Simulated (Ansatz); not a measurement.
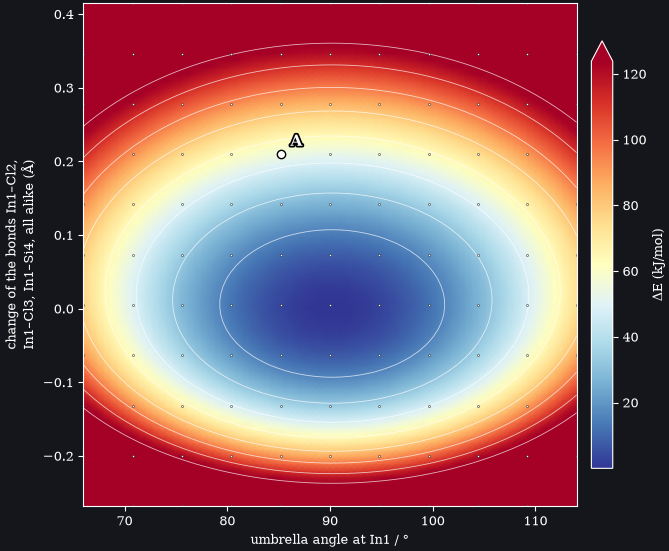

InCl2(SiH3). First axis: umbrella angle at In1 (between each of its bonds and their common axis; 90 is planar). Second axis: change of the bonds In1–Cl2, In1–Cl3, In1–Si4, all alike. Nothing is relaxed (all other coordinates rigid). The scan uses an 11 × 11 grid. Points are written as (first, second). All energies are given in kJ/mol relative to the relaxed molecule at the same level. Method: RKS B3LYP-D4/def2-SVP in Ansatz 0.2.0.

Drawn: a smooth colour map with a few white contour lines, dots at the grid points, one colour for all values above the top of the scale, the point A. Between grid points the surface is interpolated.

**Is A at rest? If not, where is it pushed?**

A, at (85.2°, 0.210 Å), is not a stationary point. The computed force is 1 kJ/mol for each degree towards larger values of the first coordinate and 430 kJ/mol for each Å towards smaller values of the second coordinate.
